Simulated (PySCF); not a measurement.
# C₆H₄BClO₂: runs on many settings, part 1 of 2

Aim: see how C₆H₄BClO₂ (`ClB1Oc2ccccc2O1`) answers to the choice of functional, basis, grid and SCF options.

Computed with PySCF 2.14.0, with density-fitted response routines of our own, on a single molecule, in the gas phase or a continuum. Atoms are numbered from 0 throughout.

## 1. Starting geometry

14 atoms, charge 0, multiplicity 1; geometry from: GFN2-xTB.

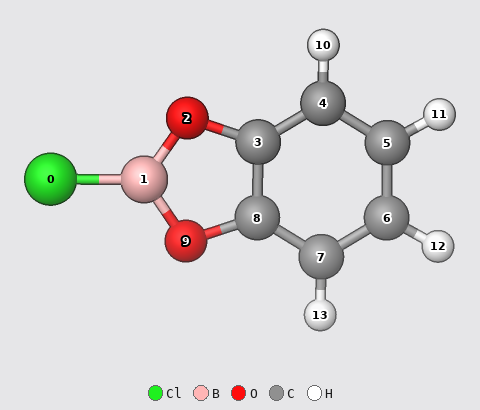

As it starts; chlorine green, boron pink, oxygen red, carbon grey, hydrogen white, atoms numbered.

## 2. NMR shieldings: PBE0/ANO-RCC-VDZP in chloroform

Job settings and geometry (Å):

```
{"job": {"kind": "nmr", "xc": "PBE0", "basis": "ANO-RCC-VDZP", "solvent": "chloroform", "pop": true, "scf": {"damp": 0.3, "conv": 1e-08}}, "charge": 0, "multiplicity": 1}
Cl     4.277006    -0.438096     0.306753
B      2.587954    -0.264154     0.184605
O      1.899064     0.874644     0.540705
C      0.583771     0.596576     0.289279
C     -0.531633     1.388125     0.466922
C     -1.753630     0.829193     0.119848
C     -1.849256    -0.461892    -0.381552
C     -0.727650    -1.259082    -0.561397
C      0.487251    -0.704975    -0.216267
O      1.741638    -1.245672    -0.282700
H     -0.450440     2.389146     0.856536
H     -2.651154     1.415234     0.243912
H     -2.819490    -0.858046    -0.638659
H     -0.794108    -2.261473    -0.950153
```

With the program's defaults for keys left out, this is: GIAO PBE0/ANO-RCC-VDZP NMR shielding, non-relativistic, IEF-PCM chloroform.

Run with:

```sh
$ OMP_NUM_THREADS=1 python probes_run.py task.json out
```

The driver reads the jobs from task.json and runs them one after another.

Output:

```text
damping 0.30 in the first 6 cycles
final grid: 134112 points
cycle   1  E = -865.7214360569  dE =  2.267e+00  |g| = 7.122e-01  |ddm| = 5.711e+00
cycle   2  E = -865.7729799671  dE = -5.154e-02  |g| = 5.208e-01  |ddm| = 9.195e-01
cycle   3  E = -865.7937242050  dE = -2.074e-02  |g| = 4.046e-01  |ddm| = 6.789e-01
cycle   4  E = -865.8051030221  dE = -1.138e-02  |g| = 3.249e-01  |ddm| = 5.395e-01
cycle   5  E = -865.8123143219  dE = -7.211e-03  |g| = 2.602e-01  |ddm| = 4.332e-01
cycle   6  E = -865.7912845435  dE =  2.103e-02  |g| = 4.175e-01  |ddm| = 5.067e-01
cycle   7  E = -865.7419237817  dE =  4.936e-02  |g| = 6.472e-01  |ddm| = 7.990e-01
cycle   8  E = -865.8256333775  dE = -8.371e-02  |g| = 9.770e-03  |ddm| = 4.910e-01
cycle   9  E = -865.8256345776  dE = -1.200e-06  |g| = 9.589e-03  |ddm| = 1.931e-02
cycle  10  E = -865.8256583836  dE = -2.381e-05  |g| = 1.019e-03  |ddm| = 9.834e-03
cycle  11  E = -865.8256586208  dE = -2.372e-07  |g| = 3.296e-04  |ddm| = 1.310e-03
cycle  12  E = -865.8256586507  dE = -2.990e-08  |g| = 4.892e-05  |ddm| = 3.782e-04
cycle  13  E = -865.8256586513  dE = -6.105e-10  |g| = 1.879e-05  |ddm| = 6.601e-05
converged SCF energy = -865.8256586513

GIAO shielding tensors (ppm)
atom      isotropic    diamagn.    paramagn.     s11        s22        s33       span
  0 Cl     965.020    1159.866    -194.846    822.212   1027.205   1045.644    223.433
  1 B       77.413     205.169    -127.756     67.440     77.303     87.496     20.055
  2 O      137.551     387.140    -249.589     18.058    121.874    272.721    254.663
  3 C       37.374     254.411    -217.037    -37.445     36.933    112.635    150.080
  4 C       77.271     253.247    -175.977      0.366     51.287    180.158    179.792
  5 C       66.442     249.594    -183.152    -36.866     50.910    185.281    222.146
  6 C       66.451     249.600    -183.149    -36.850     50.900    185.301    222.151
  7 C       77.275     253.250    -175.975      0.342     51.320    180.163    179.822
  8 C       37.363     254.405    -217.042    -37.493     36.934    112.649    150.143
  9 O      137.471     387.144    -249.673     17.958    121.788    272.665    254.707
 10 H       23.897      31.895      -7.998     19.962     24.667     27.062      7.100
 11 H       24.033      30.361      -6.327     20.403     24.826     26.871      6.468
 12 H       24.033      30.360      -6.327     20.404     24.827     26.869      6.466
 13 H       23.897      31.898      -8.001     19.963     24.663     27.065      7.102
```

Wall time 48 s (1 thread of Arm Neoverse V2, shared host); peak memory 0.96 GiB.

No reference compound was run at this level, so shieldings alone are listed. Atoms listed in one row are averaged.

| atoms | environment | σ (ppm) |
| --- | --- | --- |
| C3, C8 | aromatic carbon bearing oxygen | 37.4 |
| C5, C6 | aromatic CH | 66.4 |
| C4, C7 | aromatic CH | 77.3 |
| H10, H13 | hydrogen on an aromatic CH | 23.90 |
| H11, H12 | hydrogen on an aromatic CH | 24.03 |
| Cl0 | chlorine bonded to B | 965 |
| B1 | boron bonded to Cl, 2 O, in a 5-membered ring | 77.4 |
| O2, O9 | oxygen bonded to C, B, in a 5-membered ring | 137.5 |

Charges from the same density, by scheme (e):

| atoms | Mulliken | IAO | Hirshfeld | ESP fit |
| --- | --- | --- | --- | --- |
| Cl0 | -0.16 | -0.04 | -0.05 | -0.08 |
| B1 | 0.34 | 0.45 | 0.22 | 0.43 |
| O2, O9 | -0.28 | -0.37 | -0.16 | -0.42 |
| C3, C8 | 0.24 | 0.16 | 0.06 | 0.39 |
| C4, C7 | 0.03 | -0.18 | -0.06 | -0.37 |
| C5, C6 | 0.11 | -0.16 | -0.06 | -0.17 |

Hirshfeld charges:

Cl0 -0.05; B1 0.22; O2 -0.16; C3 0.06; C4 -0.06; C5 -0.06; C6 -0.06; C7 -0.06; C8 0.06; O9 -0.16; H10 0.07; H11 0.06; H12 0.06; H13 0.07

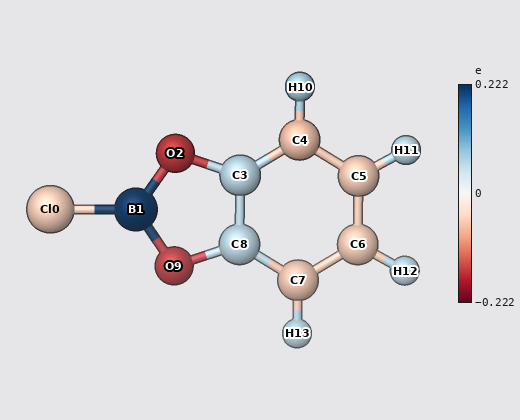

Hirshfeld charges, as colours on the atoms.

Mayer bond orders: Cl0–B1 1.23, B1–O2 1.26, O2–C3 1.00, C3–C4 1.42, C4–C5 1.40, C5–C6 1.42, C6–C7 1.40, C7–C8 1.42, C8–O9 1.00, O9–B1 1.26, C8–C3 1.34.

Ring of atoms B1, O2, C3, C8, O9: NICS(0) -4.6, NICS(1) -3.9, NICS(1)zz -8.2 ppm (means of both faces).

Ring of atoms C3, C4, C5, C6, C7, C8: NICS(0) -11.7, NICS(1) -11.3, NICS(1)zz -28.7 ppm (means of both faces).

## 3. Indirect couplings: PBE0/pcSseg-1

Settings changed since step 2:

```diff
@@ -1,2 +1,2 @@
-{"job": {"kind": "nmr", "xc": "PBE0", "basis": "ANO-RCC-VDZP", "solvent": "chloroform", "pop": true, "scf": {"damp": 0.3, "conv": 1e-08}}, "charge": 0, "multiplicity": 1}
+{"job": {"kind": "j", "xc": "PBE0", "basis": "pcSseg-1"}, "charge": 0, "multiplicity": 1}
 Cl     4.277006    -0.438096     0.306753
```

With the program's defaults for keys left out, this is: PBE0/pcSseg-1 indirect spin-spin coupling, non-relativistic, gas phase.

Output:

```text
coarse grid: 13880 points
cycle   1  E = -865.8274276865  dE =  2.235e+00  |g| = 7.246e-01  |ddm| = 3.944e+00
cycle   2  E = -865.7339079021  dE =  9.352e-02  |g| = 1.029e+00  |ddm| = 1.216e+00
cycle   3  E = -865.9260965422  dE = -1.922e-01  |g| = 8.932e-02  |ddm| = 7.340e-01
cycle   4  E = -865.9276575876  dE = -1.561e-03  |g| = 3.745e-02  |ddm| = 1.088e-01
cycle   5  E = -865.9279758869  dE = -3.183e-04  |g| = 1.108e-02  |ddm| = 4.311e-02
cycle   6  E = -865.9280009013  dE = -2.501e-05  |g| = 4.013e-03  |ddm| = 1.248e-02
cycle   7  E = -865.9280049186  dE = -4.017e-06  |g| = 1.126e-03  |ddm| = 4.715e-03
final grid: 134112 points
cycle   8  E = -866.0035859822  dE = -3.298e-05  |g| = 1.222e-02  |ddm| = 3.968e-02
cycle   9  E = -866.0035463286  dE =  3.965e-05  |g| = 1.890e-02  |ddm| = 2.177e-02
cycle  10  E = -866.0036139675  dE = -6.764e-05  |g| = 1.280e-03  |ddm| = 1.399e-02
cycle  11  E = -866.0036143342  dE = -3.667e-07  |g| = 4.470e-04  |ddm| = 1.719e-03
cycle  12  E = -866.0036143795  dE = -4.527e-08  |g| = 1.385e-04  |ddm| = 5.087e-04
cycle  13  E = -866.0036143844  dE = -4.848e-09  |g| = 3.082e-05  |ddm| = 1.424e-04
cycle  14  E = -866.0036143846  dE = -2.219e-10  |g| = 6.384e-06  |ddm| = 3.600e-05
converged SCF energy = -866.0036143846

Indirect spin-spin couplings (Hz)
  i      j    bonds     total        FC       PSO       DSO        SD
  1 B    2 O    1    -19.651   -24.562     5.557    -0.229    -0.417
  1 B    3 C    2      0.116     0.131    -0.123     0.095     0.013
  1 B    4 C    3      4.336     4.199     0.165    -0.088     0.061
  1 B    7 C    3      4.337     4.199     0.166    -0.088     0.061
  1 B    8 C    2      0.108     0.124    -0.123     0.095     0.013
  1 B    9 O    1    -19.648   -24.561     5.558    -0.229    -0.417
  1 B   10 H    4     -0.394    -0.452     0.390    -0.353     0.020
  1 B   13 H    4     -0.393    -0.452     0.391    -0.353     0.020
  2 O   10 H    3     -0.221    -0.433     0.250    -0.038         -
  2 O   11 H    4     -1.118    -1.145    -0.140     0.167         -
  2 O   12 H    5      0.214     0.134    -0.107     0.188         -
  2 O   13 H    4     -0.170    -0.234    -0.147     0.211         -
  3 C   10 H    2     -6.377    -5.348    -0.912    -0.117         -
  3 C   11 H    3     10.181    10.321     0.239    -0.379         -
  3 C   12 H    4     -2.845    -2.785     0.273    -0.333         -
  3 C   13 H    3      5.965     6.047     0.313    -0.395         -
  4 C   10 H    1    162.384   160.974     0.443     0.968         -
  4 C   11 H    2     -2.707    -1.507    -0.913    -0.286         -
  4 C   12 H    3      8.087     8.281     0.287    -0.481         -
  4 C   13 H    4     -2.688    -2.572     0.304    -0.421         -
  5 C   10 H    2     -4.043    -2.840    -0.866    -0.336         -
  5 C   11 H    1    158.466   157.078     0.492     0.896         -
  5 C   12 H    2     -2.973    -1.714    -0.941    -0.318         -
  5 C   13 H    3      7.282     7.481     0.285    -0.485         -
  6 C   10 H    3      7.279     7.478     0.285    -0.485         -
  6 C   11 H    2     -2.975    -1.716    -0.941    -0.317         -
  6 C   12 H    1    158.465   157.077     0.492     0.896         -
  6 C   13 H    2     -4.042    -2.840    -0.865    -0.337         -
  7 C   10 H    4     -2.688    -2.572     0.304    -0.420         -
  7 C   11 H    3      8.086     8.280     0.287    -0.481         -
  7 C   12 H    2     -2.714    -1.514    -0.913    -0.286         -
  7 C   13 H    1    162.388   160.977     0.442     0.968         -
  8 C   10 H    3      5.971     6.053     0.313    -0.395         -
  8 C   11 H    4     -2.845    -2.785     0.273    -0.333         -
  8 C   12 H    3     10.178    10.319     0.239    -0.379         -
  8 C   13 H    2     -6.378    -5.348    -0.913    -0.117         -
  9 O   10 H    4     -0.170    -0.233    -0.147     0.211         -
  9 O   11 H    5      0.215     0.134    -0.107     0.188         -
  9 O   12 H    4     -1.117    -1.144    -0.140     0.167         -
  9 O   13 H    3     -0.224    -0.436     0.251    -0.039         -
 10 H   11 H    3      6.759     6.958     0.191    -0.390         -
 10 H   12 H    4      0.198     0.503     1.506    -1.811         -
 10 H   13 H    5      0.461     0.780     1.497    -1.816         -
 11 H   12 H    3      6.181     6.405     0.115    -0.339         -
 11 H   13 H    4      0.200     0.504     1.506    -1.811         -
 12 H   13 H    3      6.759     6.959     0.193    -0.392         -
```

It took 30 s on 1 thread of Arm Neoverse V2, shared host; peak memory 0.97 GiB.

The basis is not made for couplings: without tight functions at the nuclei these values are rough.

A choice of the couplings up to four bonds, sorted by the number of bonds, with means over like pairs; isotopes 11B, 13C, 1H, 17O:

| pair | bonds | J (Hz) | Fermi contact (Hz) | dihedral (°) |
| --- | --- | --- | --- | --- |
| C4–H10 | 1 | 162.4 | 161.0 | – |
| C5–H11 | 1 | 158.5 | 157.1 | – |
| B1–O2 | 1 | -19.6 | -24.6 | – |
| C3–H10 | 2 | -6.4 | -5.3 | – |
| C5–H10 | 2 | -4.0 | -2.8 | – |
| C5–H12 | 2 | -3.0 | -1.7 | – |
| C4–H11 | 2 | -2.7 | -1.5 | – |
| C3–H11 | 3 | 10.2 | 10.3 | 180 |
| C4–H12 | 3 | 8.1 | 8.3 | 180 |
| C5–H13 | 3 | 7.3 | 7.5 | -180 |
| H10–H11 | 3 | 6.8 | 7.0 | 0 |
| H11–H12 | 3 | 6.2 | 6.4 | 0 |
| C3–H13 | 3 | 6.0 | 6.0 | 180 |
| B1–C4 | 3 | 4.3 | 4.2 | 180 |
| C3–H12 | 4 | -2.8 | -2.8 | – |
| C4–H13 | 4 | -2.7 | -2.6 | – |
| O2–H11 | 4 | -1.1 | -1.1 | – |

The spin-dipole term was solved for some atoms only; pairs without it lack that part.

The response was solved for the nuclei of B, H alone, so couplings that need other nuclei can be missing.

Quadrupole couplings from the field gradients of the same density:

| atom | isotope | eQq/h (MHz) | η |
| --- | --- | --- | --- |
| Cl0 | 35Cl | -44.9 | 0.34 |
| O2 | 17O | -8.334 | 0.04 |
| O9 | 17O | -8.330 | 0.04 |
| B1 | 11B | 2.235 | 0.05 |

(Continued in part 2 of 2.)
